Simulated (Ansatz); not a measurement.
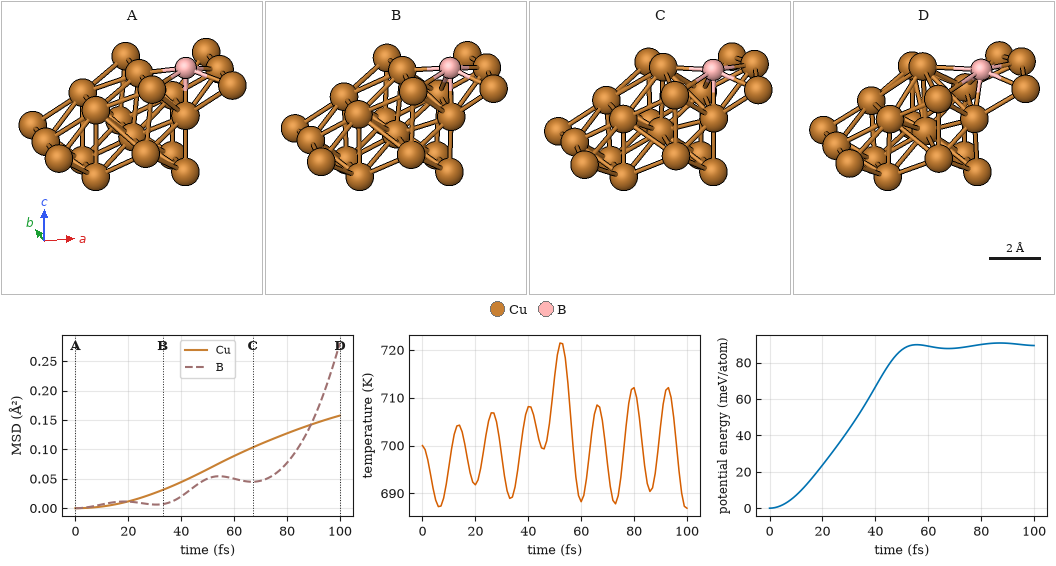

First-principles dynamics of B on Cu(110) (17 atoms in the cell), 100 fs long. Frames (A at 0 fs, B at 33 fs, C at 67 fs, D at 100 fs) and the history of the run. The picture is a ball-and-stick view of the simulation cell, with the vacuum cut short, seen slightly off an axis. Bonds to atoms that aren't drawn are left out.

These are results of Ansatz 0.2.0, DFT PBE-D3(BJ), scalar-relativistic, plane waves, PAW, not measurements. Settings: plane-wave cutoff 420 eV; k-point mesh 2 × 3 × 1; Fermi-Dirac smearing 0.05 eV; 4 atoms held fixed; Nosé-Hoover thermostat (NVT); set temperature 700 K; time step 1 fs; thermostat time 3.0 fs.

### What do the frames and curves show?

Over the second half the temperature averages 701 K (spread ±10 K). The potential energy in the second half lies on average 89.3 meV per atom above the first frame. Root-mean-square distances from the starting positions over the second half, with the common drift of all atoms taken out: Cu 0.34 Å, B 0.31 Å. The run lasts only 100 fs, too short to tell vibration from diffusion. The conserved quantity stays between 0 and 0.034 meV per atom of its start. A straight-line fit has a slope that amounts to +0.017 meV per atom over 100 fs (under 0.1 % of the mean kinetic energy), its mean offset in the second half is under 0.1 %, and the ripple about the line is 0.8 % of the kinetic energy's fluctuation. With a drift under 2 % and a ripple under 7 %, the integration is accurate. The thermostat's time constant is so short that it disturbs the motion.

Limits of the set-up: the k-point mesh is coarse for a cell with partly filled bands; the periodic images lie only 5.1 Å apart, so the values are limited by the cell's size.

PAW datasets: the set soft_1.
